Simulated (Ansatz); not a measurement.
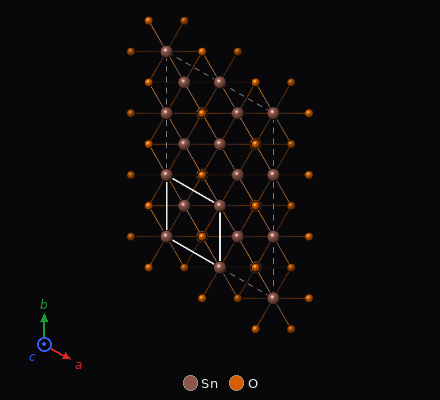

Sn3O2 (R-3m, No. 166): coordinates from a relaxation with DFT PBE, scalar-relativistic, plane waves, PAW (Ansatz 0.2.0); the starting structure was generated, so it need not be a known form of this composition.

```cif
data_structure
_symmetry_space_group_name_H-M 'P 1'
_symmetry_Int_Tables_number 1
_cell_length_a 3.4516
_cell_length_b 3.4516
_cell_length_c 30.5671
_cell_angle_alpha 90.000
_cell_angle_beta 90.000
_cell_angle_gamma 120.000
_cell_volume 315.37
loop_
_atom_site_label
_atom_site_type_symbol
_atom_site_fract_x
_atom_site_fract_y
_atom_site_fract_z
_atom_site_occupancy
Sn1 Sn 0.00000 0.00000 0.00000 1
Sn2 Sn 0.33333 0.66667 0.88105 1
Sn3 Sn 0.00000 0.00000 0.78561 1
O1 O 0.66667 0.33333 0.75379 1
O2 O 0.66667 0.33333 0.91288 1
Sn4 Sn 0.66667 0.33333 0.33333 1
Sn5 Sn 0.00000 0.00000 0.21439 1
Sn6 Sn 0.66667 0.33333 0.11895 1
O3 O 0.33333 0.66667 0.08712 1
O4 O 0.33333 0.66667 0.24621 1
Sn7 Sn 0.33333 0.66667 0.66667 1
Sn8 Sn 0.66667 0.33333 0.54772 1
Sn9 Sn 0.33333 0.66667 0.45228 1
O5 O 0.00000 0.00000 0.42046 1
O6 O 0.00000 0.00000 0.57954 1
```

Q: What will a dark-field STEM-like image along [001] show? The image is simulated as a sum over atoms of Z^1.6, blurred by a 1.14 Å probe (no channelling). The probe carries 15 % of its weight in a tail 2.5 times as wide. The display is stretched by a gamma of 0.65; percentages refer to the linear signal. Shot noise was added.

A: The columns repeat on a hexagonal net with a repeat of 1.99 Å (plane group p6mm). All columns are alike (3 Sn + 2 O). The shortest distance between visible columns is 1.99 Å in projection. Along the beam the structure repeats every 30.57 Å.

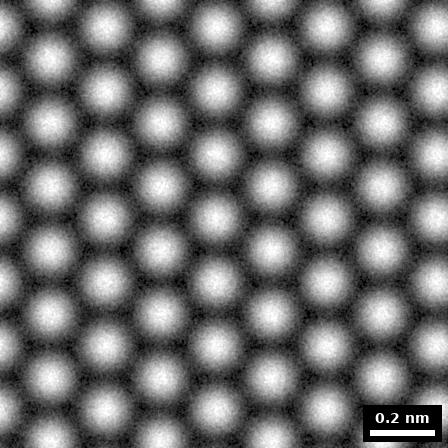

The simulated image.
